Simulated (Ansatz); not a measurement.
**Elastic response of rapidly quenched Cu37Al22Si42 (at. %) (79 atoms)**

Aim: relax rapidly quenched Cu37Al22Si42 (at. %) (79 atoms), then change its volume and shape to read moduli from the stress.

Main program and level: Ansatz 0.2.0; Kohn-Sham DFT, PBE, PAW (set soft_1), plane waves.

### 1. Set-up

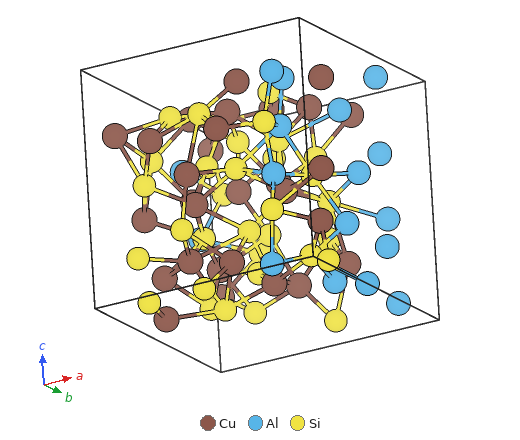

The cell as given, from a free direction (copper brown, aluminium blue, silicon yellow). Bonds to atoms that aren't drawn are left out.

The cell holds 79 atoms: 29 Cu, 17 Al and 33 Si. Its edges and angles: a = 10.866 Å, b = 10.866 Å, c = 10.866 Å, α = 90.0°, β = 90.0°, γ = 90.0°. 79 atoms (29 Cu, 17 Al, 33 Si) placed at random at 4.03 g/cm³, melted at 2000 K for 10 ps at fixed volume with the MEAM Al-Si-Mg-Cu-Fe potential (Jelinek et al., Phys. Rev. B 85, 245102 (2012)). Quenched from 1600 K to 300 K at 50 K/ps and zero pressure, held 5 ps, then minimised at fixed cell.

What the set-up can't give: The quench rate of 50 K/ps far exceeds what a furnace or splat quench reaches, so expect more defects and frozen-in strain than in a real sample. The starting topology of bonds comes from the classical model, and needn't be the one that DFT or experiment would give. Sampling is at Γ alone.

### 2. Single point at the start

The forces at the start show how far the geometry lies from a minimum of this functional.

The input, input.yaml:

```yaml
crystal:
  lattice:
    - [10.86632, 0.0, 0.0]
    - [0.0, 10.86632, 0.0]
    - [0.0, 0.0, 10.86632]
  atoms:
    - { symbol: Cu, position: [0.47875, 0.6981, 0.60664] }
    - { symbol: Cu, position: [0.58969, 0.01198, 0.62821] }
    - { symbol: Cu, position: [0.15344, 0.57794, 0.56618] }
    - { symbol: Cu, position: [0.57602, 0.22591, 0.88556] }
    - { symbol: Cu, position: [0.42804, 0.40341, 0.8387] }
    - { symbol: Cu, position: [0.89673, 0.33915, 0.8636] }
    - { symbol: Cu, position: [0.25506, 0.77021, 0.63918] }
    - { symbol: Cu, position: [0.24631, 0.086, 0.67107] }
    - { symbol: Cu, position: [0.04078, 0.17344, 0.76053] }
    - { symbol: Cu, position: [0.43825, 0.88511, 0.23725] }
    - { symbol: Cu, position: [0.4745, 0.28346, 0.16553] }
    - { symbol: Cu, position: [0.31355, 0.30368, 0.44649] }
    - { symbol: Cu, position: [0.01753, 0.41714, 0.47836] }
    - { symbol: Cu, position: [0.04112, 0.96941, 0.2978] }
    - { symbol: Cu, position: [0.97487, 0.1553, 0.41616] }
    - { symbol: Cu, position: [0.7155, 0.89378, 0.89358] }
    - { symbol: Cu, position: [0.89628, 0.2651, 0.24206] }
    - { symbol: Cu, position: [0.59943, 0.52589, 0.50192] }
    - { symbol: Cu, position: [0.17445, 0.72403, 0.31662] }
    - { symbol: Cu, position: [0.1748, 0.55535, 0.90206] }
    - { symbol: Cu, position: [0.68197, 0.85828, 0.26679] }
    - { symbol: Cu, position: [0.01747, 0.99161, 0.92362] }
    - { symbol: Cu, position: [0.14205, 0.32323, 0.0106] }
    - { symbol: Cu, position: [0.64549, 0.68143, 0.88414] }
    - { symbol: Cu, position: [0.2678, 0.31862, 0.22347] }
    - { symbol: Cu, position: [0.53112, 0.51767, 0.12752] }
    - { symbol: Cu, position: [0.08325, 0.43472, 0.22367] }
    - { symbol: Cu, position: [0.39373, 0.10341, 0.50286] }
    - { symbol: Cu, position: [0.35948, 0.89096, 0.99418] }
    - { symbol: Al, position: [0.04755, 0.81122, 0.49531] }
    - { symbol: Al, position: [0.88262, 0.62403, 0.5426] }
    - { symbol: Al, position: [0.81828, 0.95821, 0.45159] }
    - { symbol: Al, position: [0.83168, 0.97891, 0.10079] }
    - { symbol: Al, position: [0.66501, 0.43928, 0.9376] }
    - { symbol: Al, position: [0.87123, 0.52553, 0.30672] }
    - { symbol: Al, position: [0.91164, 0.77031, 0.26601] }
    - { symbol: Al, position: [0.73615, 0.64288, 0.12342] }
    - { symbol: Al, position: [0.80179, 0.10949, 0.84842] }
    - { symbol: Al, position: [0.69671, 0.21054, 0.09087] }
    - { symbol: Al, position: [0.72667, 0.21167, 0.46294] }
    - { symbol: Al, position: [0.84622, 0.87263, 0.69595] }
    - { symbol: Al, position: [0.90923, 0.76196, 0.97322] }
    - { symbol: Al, position: [0.95427, 0.51284, 0.03247] }
    - { symbol: Al, position: [0.71261, 0.3112, 0.69276] }
    - { symbol: Al, position: [0.0411, 0.70554, 0.75102] }
    - { symbol: Al, position: [0.8443, 0.56877, 0.79884] }
    - { symbol: Si, position: [0.24577, 0.26272, 0.81562] }
    - { symbol: Si, position: [0.22051, 0.90953, 0.17766] }
    - { symbol: Si, position: [0.44335, 0.10156, 0.01325] }
    - { symbol: Si, position: [0.12503, 0.15069, 0.22264] }
    - { symbol: Si, position: [0.45415, 0.12422, 0.74909] }
    - { symbol: Si, position: [0.77116, 0.07758, 0.63498] }
    - { symbol: Si, position: [0.95509, 0.20477, 0.04835] }
    - { symbol: Si, position: [0.15933, 0.80871, 0.95948] }
    - { symbol: Si, position: [0.6707, 0.75195, 0.50131] }
    - { symbol: Si, position: [0.1276, 0.23389, 0.54981] }
    - { symbol: Si, position: [0.38825, 0.65332, 0.23638] }
    - { symbol: Si, position: [0.36289, 0.09333, 0.27514] }
    - { symbol: Si, position: [0.34548, 0.62507, 0.78896] }
    - { symbol: Si, position: [0.47105, 0.44786, 0.33956] }
    - { symbol: Si, position: [0.50893, 0.29817, 0.55431] }
    - { symbol: Si, position: [0.30923, 0.42437, 0.63781] }
    - { symbol: Si, position: [0.21324, 0.99471, 0.45085] }
    - { symbol: Si, position: [0.54948, 0.95946, 0.42706] }
    - { symbol: Si, position: [0.45949, 0.69825, 0.99168] }
    - { symbol: Si, position: [0.36654, 0.80044, 0.44142] }
    - { symbol: Si, position: [0.08926, 0.94555, 0.71012] }
    - { symbol: Si, position: [0.34247, 0.44571, 0.03894] }
    - { symbol: Si, position: [0.18328, 0.61996, 0.12386] }
    - { symbol: Si, position: [0.57463, 0.83793, 0.73023] }
    - { symbol: Si, position: [0.19841, 0.08891, 0.00432] }
    - { symbol: Si, position: [0.78387, 0.42354, 0.49979] }
    - { symbol: Si, position: [0.76854, 0.10728, 0.27618] }
    - { symbol: Si, position: [0.06631, 0.41551, 0.71279] }
    - { symbol: Si, position: [0.35384, 0.898, 0.7913] }
    - { symbol: Si, position: [0.57815, 0.53499, 0.72016] }
    - { symbol: Si, position: [0.77219, 0.39692, 0.15934] }
    - { symbol: Si, position: [0.58373, 0.90749, 0.06392] }
    - { symbol: Si, position: [0.2338, 0.50398, 0.37647] }
kpoints:
  mp_grid: { grid: [1, 1, 1] }
hamiltonian:
  xc: pbe
  pseudopotentials: { kind: paw, azcp: { folder: soft_1 } }
scf:
  occupations: { method: gaussian, width: 0.025 }
output:
  forces: true
```

Command:

```console
ansatz run input.yaml --threads 4 --pin off --max-ram 8192MiB --backend cpu --events-out ev --progress --plain --runs-dir out
```

Numbers of over 12 decimals in the logs are rounded to 6 here.

The log of the run:

```text
[...]
Pseudopotentials: kind: paw
Pseudopotential: Cu, paw, valence charge 19, recommended cutoff 420 eV (normal), soft_1/Cu.paw.azcp
Pseudopotential: Al, paw, valence charge 3, recommended cutoff 420 eV (normal), soft_1/Al.paw.azcp
Pseudopotential: Si, paw, valence charge 4, recommended cutoff 420 eV (normal), soft_1/Si.paw.azcp
[... 5 lines on functional and potentials left out ...]
Crystal: 79 atoms, lattice volume = 1283.061 Å³
Basis set: ecut = 420 eV, 25173 PW (Γ), exchange–correlation on 150×150×150 points (8 copies of the dense FFT grid, shifted against one another)
Bands: 446, of which v1, the nominal top of the filled ones, is band 367 counted from 1 (366 counted from 0)
Symmetry: 1 space group operations
Space group: P1 (ITA 1), of the structure as read, at distance tolerance 1.1e-4 Å
k-points: 1
[... 7 lines on functional and potentials left out ...]
Initial density: superposition of atomic densities (chi_scale 0.1, normalization cell, long waves kept (reshape's long-wave potential 0.40 eV rms))
Initial wavefunctions: pseudopotential atomic-orbital guess
[...]
SCF iter   1: F=—  HF=-222309.177416 eV  |F-HF|=—  |Δ(HF+E_count)|=         —  Δρ=3.17e-1  dr2=1.34e3  ethr=3.10e-3  ⟨swp⟩=6.0  Hψ=1754  notcnv=0  defer=15
preconditioner: auto → Kerker (q_TF=auto, 2.486 Å⁻¹)  [metal: Δε(μ)=0.010 eV  Ē_g=5.413 eV  σ=0.025 eV  W_gap=0.21  n_scr=340 (ndim 8)  ℏωp=23.2 eV  f_vac=0.000  D(μ)=87.76/eV (n_scr^D=948)]
[...]
SCF iter   7: F=—  HF=-222223.087615 eV  |F-HF|=—  |Δ(HF+E_count)|=   1.37e-2  Δρ=2.79e-3  dr2=1.25e-1  ethr=2.62e-5  ⟨swp⟩=2.0  Hψ=881  notcnv=0  defer=67
SCF iter   8: F=—  HF=-222223.073131 eV  |F-HF|=—  |Δ(HF+E_count)|=   1.45e-2  Δρ=1.54e-3  dr2=4.49e-2  ethr=1.70e-5  ⟨swp⟩=2.0  Hψ=739  notcnv=0  defer=47
automatic band count: iteration 8 solves 426 bands in place of 446: the levels show a gap, and the empty bands left out lie too high to hold charge; the band table lists the bands solved (type scf.n_extra_bands for more)
SCF iter   9: F=—  HF=-222223.067483 eV  |F-HF|=—  |Δ(HF+E_count)|=   5.65e-3  Δρ=6.58e-4  dr2=7.50e-3  ethr=6.12e-6  ⟨swp⟩=2.0  Hψ=560  notcnv=0  defer=47
SCF iter  10: F=—  HF=-222223.067103 eV  |F-HF|=—  |Δ(HF+E_count)|=   3.80e-4  Δρ=2.24e-4  dr2=8.27e-4  ethr=1.02e-6  ⟨swp⟩=2.0  Hψ=570  notcnv=0  defer=47
[...]
SCF iter  16: F=—  HF=-222223.065973 eV  |F-HF|=—  |Δ(HF+E_count)|=   1.58e-8  Δρ=3.30e-6  dr2=1.54e-7  ethr=1.48e-10  ⟨swp⟩=2.0  Hψ=670  notcnv=0  defer=47
SCF iter  17: F=-222223.065973 eV  HF=-222223.065973 eV  |F-HF|=3.91e-8  |Δ(HF+E_count)|=   1.91e-8  Δρ=1.88e-6  dr2=5.25e-8  ethr=1.36e-11  ⟨swp⟩=3.0  Hψ=1164  notcnv=0
SCF 1 converged in 17 iterations: F = -222223.065973 eV  dr2 = 5.25e-8
[...]
SCF converged after 17 iterations
Free energy (F): -222223.065973 eV
Harris-Foulkes:  -222223.065973 eV  (|F-HF|=3.91e-8)
Internal energy: -222223.042842 eV  (E = F + TS)
E sigma→0 (E₀):  -222223.054407 eV
Entropy (-TS):   -0.023130 eV (-0.293 meV/atom)
Fermi energy:    9.801893 eV
--- Per-component energies (eV) ---
[...]
Σ components = -222223.065973   (vs F -222223.065973, Δ=0.00e0)
--- Forces (eV/Å), atoms counted from 1 ---
  atom   1  Cu    -0.38031385    -0.40534770    -0.71238410
  atom   2  Cu    -1.96307840     0.27266546    -0.84843003
  atom   3  Cu    -0.16759447     0.21496992     0.16240900
  atom   4  Cu     0.51549452     0.17044780     0.61785421
[...]
atom  79  Si    -0.12013016     0.02468407    -0.38034515
  max |Σ_I F_I| component: 3.61e-5 eV/Å
```

It took 29 s on 4 threads of Arm Neoverse V1, shared host; peak memory 1.8 GiB; 1.9 min of CPU time.

The r.m.s. force at the start is 0.51 eV/Å.

### 3. Cell and atoms relaxed

Cell and atoms are freed together, to release stress as well as forces.

The input, input.yaml:

```yaml
crystal:
  lattice:
    - [10.86632, 0.0, 0.0]
    - [0.0, 10.86632, 0.0]
    - [0.0, 0.0, 10.86632]
  atoms:
    [... the 79 atom lines of step 2 ...]
kpoints:
  mp_grid: { grid: [1, 1, 1] }
hamiltonian:
  xc: pbe
  pseudopotentials: { kind: paw, azcp: { folder: soft_1 } }
scf:
  occupations: { method: gaussian, width: 0.025 }
output:
  forces: true
relax:
  f_tol: 0.05
  max_steps: 150
  cell: {}
```

The log of the run:

```text
[...]
Crystal: 79 atoms, lattice volume = 1283.061 Å³
Basis set: ecut = 420 eV, 25173 PW (Γ), exchange–correlation on 150×150×150 points (8 copies of the dense FFT grid, shifted against one another)
Bands: 446, of which v1, the nominal top of the filled ones, is band 367 counted from 1 (366 counted from 0)
Symmetry: 1 space group operations
[...]
k-points: 1
[...]
SCF iter   1: F=—  HF=-222309.177415 eV  |F-HF|=—  |Δ(HF+E_count)|=         —  Δρ=3.17e-1  dr2=1.34e3  ethr=3.10e-3  ⟨swp⟩=6.0  Hψ=1754  notcnv=0  defer=15
[...]
SCF iter  16: F=—  HF=-222223.065973 eV  |F-HF|=—  |Δ(HF+E_count)|=   1.42e-8  Δρ=3.34e-6  dr2=1.56e-7  ethr=1.48e-10  ⟨swp⟩=2.0  Hψ=670  notcnv=0  defer=67
SCF iter  17: F=-222223.065973 eV  HF=-222223.065973 eV  |F-HF|=3.82e-8  |Δ(HF+E_count)|=   2.00e-8  Δρ=1.87e-6  dr2=5.22e-8  ethr=1.36e-11  ⟨swp⟩=3.0  Hψ=1184  notcnv=0
SCF 1 converged in 17 iterations: F = -222223.065973 eV  dr2 = 5.22e-8
[...]
relax step   1: F+E_penalty+E_count = -222223.06597253 eV  Δ(F+E_penalty+E_count) = +0.000e0 eV  max|allowed force component| = 2.565e0 eV/Å  Δτ_max = 0.0000 Å  P = -2.485 GPa  Ω = 1283.061 Å³  (17 SCF iters, dr2 threshold 1.00e-7 eV, accepted)
[... from here on, the SCF cycles and remarks between the steps are left out ...]
relax step   2: F+E_penalty+E_count = -222227.37434297 eV  Δ(F+E_penalty+E_count) = -4.308e0 eV  max|allowed force component| = 1.859e0 eV/Å  Δτ_max = 0.1968 Å  P = +0.083 GPa  Ω = 1224.121 Å³  energy of the carried Pulay correction = +1.425e-2 eV  (9 SCF iters, dr2 threshold 7.90e-6 eV, accepted)
relax step   3: F+E_penalty+E_count = -222229.50013717 eV  Δ(F+E_penalty+E_count) = -2.126e0 eV  max|allowed force component| = 1.251e0 eV/Å  Δτ_max = 0.1946 Å  P = +0.364 GPa  Ω = 1212.895 Å³  energy of the carried Pulay correction = +1.704e-2 eV  (7 SCF iters, dr2 threshold 7.90e-6 eV, accepted)
relax step   4: F+E_penalty+E_count = -222230.86892700 eV  Δ(F+E_penalty+E_count) = -1.369e0 eV  max|allowed force component| = 8.651e-1 eV/Å  Δτ_max = 0.1949 Å  P = +0.286 GPa  Ω = 1210.914 Å³  energy of the carried Pulay correction = +1.753e-2 eV  (7 SCF iters, dr2 threshold 7.90e-6 eV, accepted)
relax step   5: F+E_penalty+E_count = -222232.04038755 eV  Δ(F+E_penalty+E_count) = -1.171e0 eV  max|allowed force component| = 4.700e-1 eV/Å  Δτ_max = 0.1958 Å  P = +0.234 GPa  Ω = 1209.927 Å³  energy of the carried Pulay correction = +1.778e-2 eV  (7 SCF iters, dr2 threshold 7.90e-6 eV, accepted)
relax step   6: F+E_penalty+E_count = -222233.55104399 eV  Δ(F+E_penalty+E_count) = -1.511e0 eV  max|allowed force component| = 5.896e-1 eV/Å  Δτ_max = 0.1944 Å  P = +0.107 GPa  Ω = 1208.528 Å³  energy of the carried Pulay correction = +1.813e-2 eV  (9 SCF iters, dr2 threshold 7.90e-6 eV, accepted)
relax step   7: F+E_penalty+E_count = -222235.27087613 eV  Δ(F+E_penalty+E_count) = -1.720e0 eV  max|allowed force component| = 5.536e-1 eV/Å  Δτ_max = 0.1968 Å  P = +0.312 GPa  Ω = 1204.517 Å³  energy of the carried Pulay correction = +1.914e-2 eV  (8 SCF iters, dr2 threshold 7.90e-6 eV, accepted)
relax step   8: F+E_penalty+E_count = -222236.52395191 eV  Δ(F+E_penalty+E_count) = -1.253e0 eV  max|allowed force component| = 5.767e-1 eV/Å  Δτ_max = 0.1992 Å  P = +0.300 GPa  Ω = 1201.925 Å³  energy of the carried Pulay correction = +1.979e-2 eV  (8 SCF iters, dr2 threshold 7.90e-6 eV, accepted)
relax step   9: F+E_penalty+E_count = -222237.75316367 eV  Δ(F+E_penalty+E_count) = -1.229e0 eV  max|allowed force component| = 6.690e-1 eV/Å  Δτ_max = 0.1929 Å  P = +0.074 GPa  Ω = 1197.666 Å³  energy of the carried Pulay correction = +2.086e-2 eV  (9 SCF iters, dr2 threshold 7.90e-6 eV, accepted)
relax step  10: F+E_penalty+E_count = -222238.95613999 eV  Δ(F+E_penalty+E_count) = -1.203e0 eV  max|allowed force component| = 5.923e-1 eV/Å  Δτ_max = 0.1957 Å  P = +0.166 GPa  Ω = 1188.881 Å³  energy of the carried Pulay correction = +2.309e-2 eV  (8 SCF iters, dr2 threshold 7.90e-6 eV, accepted)
relax step  11: F+E_penalty+E_count = -222240.18031377 eV  Δ(F+E_penalty+E_count) = -1.224e0 eV  max|allowed force component| = 5.182e-1 eV/Å  Δτ_max = 0.1953 Å  P = +0.054 GPa  Ω = 1183.339 Å³  energy of the carried Pulay correction = +2.451e-2 eV  (8 SCF iters, dr2 threshold 7.90e-6 eV, accepted)
relax step  12: F+E_penalty+E_count = -222241.12411756 eV  Δ(F+E_penalty+E_count) = -9.438e-1 eV  max|allowed force component| = 3.709e-1 eV/Å  Δτ_max = 0.2000 Å  P = +0.047 GPa  Ω = 1177.857 Å³  energy of the carried Pulay correction = +2.591e-2 eV  (8 SCF iters, dr2 threshold 7.90e-6 eV, accepted)
relax step  13: F+E_penalty+E_count = -222241.80708103 eV  Δ(F+E_penalty+E_count) = -6.830e-1 eV  max|allowed force component| = 2.319e-1 eV/Å  Δτ_max = 0.1946 Å  P = -0.077 GPa  Ω = 1175.291 Å³  energy of the carried Pulay correction = +2.657e-2 eV  (7 SCF iters, dr2 threshold 7.90e-6 eV, accepted)
[...]
relax step  22: F+E_penalty+E_count = -222245.61825724 eV  Δ(F+E_penalty+E_count) = -2.269e-1 eV  max|allowed force component| = 2.136e-1 eV/Å  Δτ_max = 0.1939 Å  P = +0.023 GPa  Ω = 1168.834 Å³  energy of the carried Pulay correction = +2.824e-2 eV  (7 SCF iters, dr2 threshold 4.74e-6 eV, accepted)
relax step  23: F+E_penalty+E_count = -222245.80774184 eV  Δ(F+E_penalty+E_count) = -1.895e-1 eV  max|allowed force component| = 1.383e-1 eV/Å  Δτ_max = 0.2000 Å  P = -0.036 GPa  Ω = 1168.831 Å³  energy of the carried Pulay correction = +2.824e-2 eV  (7 SCF iters, dr2 threshold 2.85e-6 eV, accepted)
relax step  24: F+E_penalty+E_count = -222245.97567561 eV  Δ(F+E_penalty+E_count) = -1.679e-1 eV  max|allowed force component| = 9.484e-2 eV/Å  Δτ_max = 0.1953 Å  P = +0.056 GPa  Ω = 1168.228 Å³  energy of the carried Pulay correction = +2.840e-2 eV  (9 SCF iters, dr2 threshold 1.19e-6 eV, accepted)
relax step  25: F+E_penalty+E_count = -222246.08895300 eV  Δ(F+E_penalty+E_count) = -1.133e-1 eV  max|allowed force component| = 1.393e-1 eV/Å  Δτ_max = 0.1967 Å  P = -0.047 GPa  Ω = 1168.535 Å³  energy of the carried Pulay correction = +2.832e-2 eV  (8 SCF iters, dr2 threshold 6.81e-7 eV, accepted)
[...]
relax step  48: F+E_penalty+E_count = -222247.47825263 eV  Δ(F+E_penalty+E_count) = -6.867e-3 eV  max|allowed force component| = 8.908e-2 eV/Å  Δτ_max = 0.0756 Å  P = -0.048 GPa  Ω = 1165.002 Å³  energy of the carried Pulay correction = +2.923e-2 eV  (11 SCF iters, accepted)
[...]
relax step  50: F+E_penalty+E_count = -222247.99930780 eV  Δ(F+E_penalty+E_count) = -5.130e-1 eV  max|allowed force component| = 3.341e-2 eV/Å  Δτ_max = 0.0000 Å  P = +0.667 GPa  Ω = 1164.569 Å³  stress off target by 1.95e0 GPa  SCF on the basis re-selected at this cell (its energy is not comparable with the rows above)  (11 SCF iters)
[...]
relax step  63: F+E_penalty+E_count = -222248.86782743 eV  Δ(F+E_penalty+E_count) = -3.659e-2 eV  max|allowed force component| = 7.633e-2 eV/Å  Δτ_max = 0.0535 Å  P = +0.029 GPa  Ω = 1168.676 Å³  energy of the carried Pulay correction = -1.134e-3 eV  (7 SCF iters, dr2 threshold 1.14e-6 eV, accepted)
relax step  64: F+E_penalty+E_count = -222248.88432245 eV  Δ(F+E_penalty+E_count) = -1.650e-2 eV  max|allowed force component| = 8.692e-2 eV/Å  Δτ_max = 0.0788 Å  P = +0.031 GPa  Ω = 1167.907 Å³  energy of the carried Pulay correction = -9.418e-4 eV  (7 SCF iters, dr2 threshold 3.64e-7 eV, accepted)
relax step  65: F+E_penalty+E_count = -222248.89901640 eV  Δ(F+E_penalty+E_count) = -1.469e-2 eV  max|allowed force component| = 5.573e-2 eV/Å  Δτ_max = 0.0456 Å  P = -0.013 GPa  Ω = 1167.791 Å³  energy of the carried Pulay correction = -9.079e-4 eV  (7 SCF iters, dr2 threshold 4.72e-7 eV, accepted)
relax step  66: F+E_penalty+E_count = -222248.91008128 eV  Δ(F+E_penalty+E_count) = -1.106e-2 eV  max|allowed force component| = 2.863e-2 eV/Å  Δτ_max = 0.0667 Å  P = +0.025 GPa  Ω = 1166.751 Å³  energy of the carried Pulay correction = -6.381e-4 eV  (8 SCF iters, dr2 threshold 1.94e-7 eV, accepted)
relax step  67: F+E_penalty+E_count = -222248.91603101 eV  Δ(F+E_penalty+E_count) = -5.950e-3 eV  max|allowed force component| = 2.231e-2 eV/Å  Δτ_max = 0.0498 Å  P = -0.020 GPa  Ω = 1167.032 Å³  energy of the carried Pulay correction = -7.081e-4 eV  (9 SCF iters, dr2 threshold 1.36e-8 eV, accepted)
relax step  68: F+E_penalty+E_count = -222248.92012588 eV  Δ(F+E_penalty+E_count) = -4.095e-3 eV  max|allowed force component| = 2.203e-2 eV/Å  Δτ_max = 0.0417 Å  P = -0.012 GPa  Ω = 1166.918 Å³  energy of the carried Pulay correction = -6.790e-4 eV  (8 SCF iters, dr2 threshold 4.50e-8 eV, accepted)
relax step  69: F+E_penalty+E_count = -222248.92285540 eV  Δ(F+E_penalty+E_count) = -2.730e-3 eV  max|allowed force component| = 1.801e-2 eV/Å  Δτ_max = 0.0328 Å  P = +0.027 GPa  Ω = 1166.440 Å³  energy of the carried Pulay correction = -5.601e-4 eV  (8 SCF iters, dr2 threshold 1.71e-8 eV, accepted)
relax step  70: F+E_penalty+E_count = -222248.92449334 eV  Δ(F+E_penalty+E_count) = -1.638e-3 eV  max|allowed force component| = 1.940e-2 eV/Å  Δτ_max = 0.0216 Å  P = -0.011 GPa  Ω = 1166.912 Å³  energy of the carried Pulay correction = -6.805e-4 eV  (8 SCF iters, dr2 threshold 1.45e-8 eV, accepted)
relax step  71: F+E_penalty+E_count = -222248.92485600 eV  Δ(F+E_penalty+E_count) = -3.627e-4 eV  max|allowed force component| = 1.939e-2 eV/Å  Δτ_max = 0.0000 Å  P = -0.008 GPa  Ω = 1166.912 Å³  stress off target by 3.43e-2 GPa  SCF on the basis re-selected at this cell (its energy is not comparable with the rows above)  (8 SCF iters)
[...]
SCF converged after 8 iterations
Free energy (F): -222248.924856 eV
[...]
Internal energy: -222248.924856 eV  (E = F + TS)
E sigma→0 (E₀):  -222248.924856 eV
Fermi energy:    10.914409 eV
[...]
Σ components = -222248.924856   (vs F -222248.924856, Δ=0.00e0)
--- Forces (eV/Å), atoms counted from 1 ---
  atom   1  Cu    -0.00794515     0.00077310     0.00541552
  atom   2  Cu     0.00772078     0.00475956    -0.00158407
  atom   3  Cu     0.00792892    -0.00111097     0.00250018
  atom   4  Cu    -0.00738226    -0.01370187     0.00274754
[...]
atom  79  Si     0.00249378     0.00163972    -0.00688438
  max |Σ_I F_I| component: 1.48e-6 eV/Å
--- Stress (GPa, compression-positive) ---
       -0.024372       0.013293       0.008259
        0.013293       0.002754      -0.010323
        0.008259      -0.010323      -0.003668
  P = ⅓ Tr σ = -0.0084 GPa (-0.084 kbar)
--- Relaxed structure (69 steps of the walk, 69 accepted, 2 SCFs on fresh bases) ---
  F+E_penalty+E_count = -222248.92485600 eV   max|allowed force component| = 1.939e-2 eV/Å   (the final SCF, on the basis selected at the relaxed cell)
  cell:  # Å, volume = 1166.9120 Å³
    - [9.623344, 0.123404, -0.696137]
    - [0.123404, 9.492287, -1.017862]
    - [-0.696137, -1.017862, 12.934166]
  atoms:
    - { symbol: Cu, position: [0.685346, 0.596724, 0.673067] }
    - { symbol: Cu, position: [0.670330, 0.060685, 0.676063] }
    - { symbol: Cu, position: [0.228758, 0.571807, 0.506896] }
    - { symbol: Cu, position: [0.613579, 0.241653, 0.830850] }
[...]
- { symbol: Si, position: [0.156970, 0.590740, 0.309913] }
```

Run time: 24 min. Hardware: 4 threads; peak memory 1.8 GiB.

The relaxation converged after 69 steps, with a largest force component of 0.019 eV/Å.

(Continued in part 2 of 2.)

[Logs are printed without paths, hosts, clocks, repeated set-up lines and the standing remarks that a program may print on its own settings, such as how far it seeks lower states.]

[Hosts, paths, dates, database ids (printed as entryN), source tags and the programs' standing remarks are cut or masked in the printed files.]
